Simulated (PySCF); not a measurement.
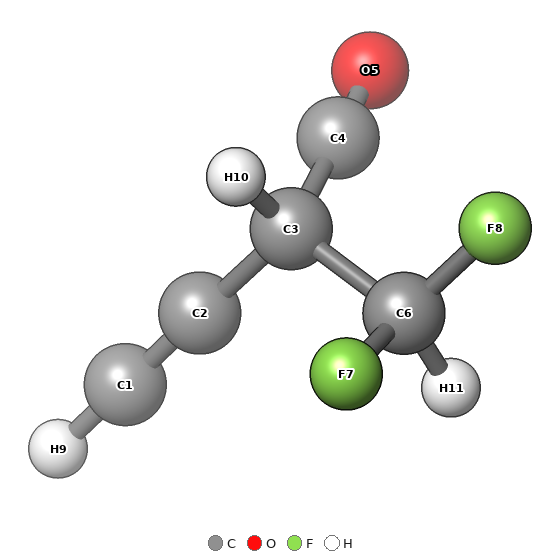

Structure of C₅H₃F₂O⁺, SMILES C#C[C@H](C#[O+])C(F)F.

GIAO shifts, PBE0/pcSseg-1 in PySCF 2.14.0, at a GFN2-xTB geometry (no frequency check), against TMS for ¹³C computed at the same level. Gas phase, fully decoupled, line heights follow the number of nuclei, widths are arbitrary (no quadrupolar broadening); values of one conformer, averaged over methyl-type rotors and exact or near symmetry; other conformers aren't averaged in.

Question: How many ¹³C lines appear, and where?

Answer: 5 signals.


```
δ (ppm)  nuclei  atoms
  156.9       1     C4
  121.9       1     C6
  108.5       1     C1
   57.7       1     C2
   28.2       1     C3
```

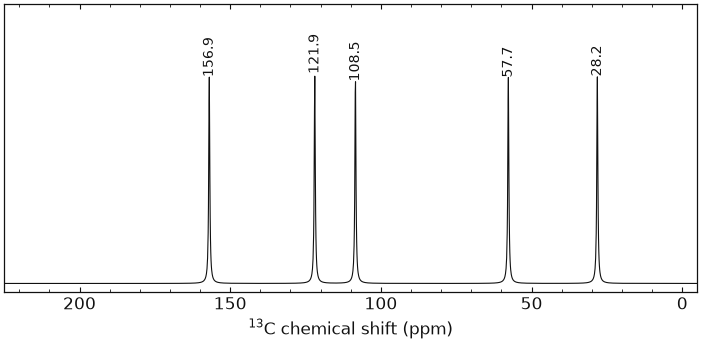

Known limits of this run: the tight-binding geometry is rougher than a DFT one and adds to the error.
